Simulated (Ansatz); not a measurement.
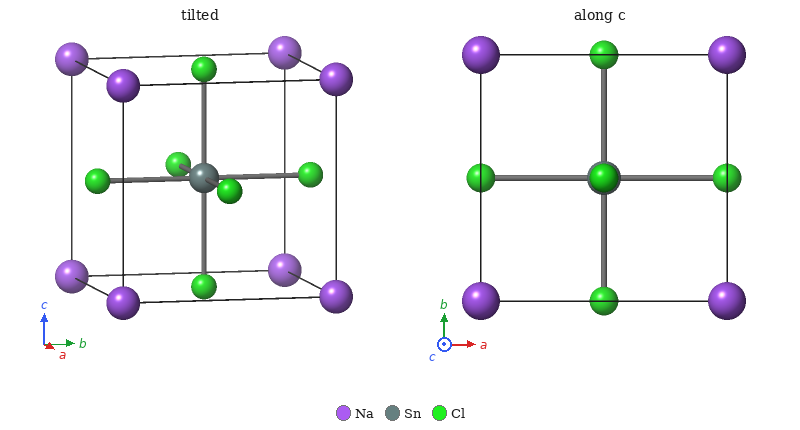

The image is a ball-and-stick drawing of a crystal, viewed slightly off an axis and along the c axis. The edges of the conventional unit cell are marked.

NaSnCl$_{3}$, cubic perovskite, space group Pm-3m (No. 221), a = 5.528 Å, b = 5.528 Å, c = 5.528 Å, α = 90.00°, β = 90.00°, γ = 90.00°. Provenance: a structure type filled with these elements by a generator (whether the compound takes this form wasn't checked). Earlier steps of the study may have refined or changed the cell and positions. Ansatz was used for an electronic-structure calculation on it.

This one geometry was computed with Ansatz (DFT, plane waves, PAW) at three levels of theory: HSE06, r2SCAN and PBE. It was relaxed beforehand with r2SCAN.

How does the band gap change with the level of theory?

Answer. PBE: a gap of 0.62 eV, indirect; r2SCAN: a gap of 0.95 eV, direct; HSE06: a gap of 1.18 eV, indirect.

Collect the results in a table.

Answer.
| level | cutoff (eV) | k-mesh of the run's cell | gap (eV) | pressure (GPa) |
| --- | --- | --- | --- | --- |
| HSE06 | 420 | 4×4×4 | 1.18 | 0.3 |
| r2SCAN | 500 | 6×6×6 | 0.95 | -0.1 |
| PBE | 420 | 6×6×6 | 0.62 | 0.4 |

Gaps are taken on the k-mesh or band path of each run.
